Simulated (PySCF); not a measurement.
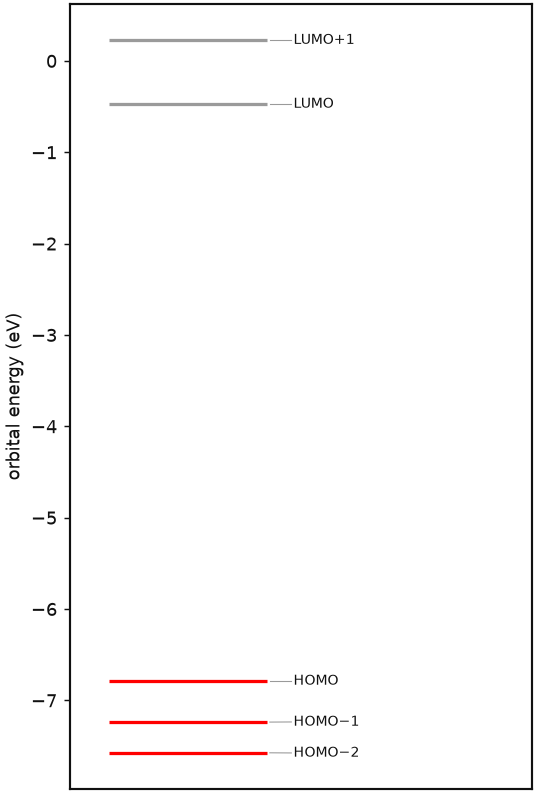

Kohn-Sham orbital energies near the frontier, PBE0/def2-SVPD, PySCF, at a GFN2-xTB geometry (no frequency check), isolated molecule; empty levels in grey, levels within 0.03 eV side by side.

Which molecule has this level scheme?
A. C₃H₆FN, SMILES [H]/N=C\CCF
B. C₅H₉OPSi, SMILES CC#C[C@@H]1CO[Si@@H]1P

Answer. Option B. HOMO −6.79 eV, LUMO −0.47 eV, separation 6.32 eV.

Caveats: the tight-binding geometry is rougher than a DFT one and adds to the error; empty levels above zero depend strongly on the basis.
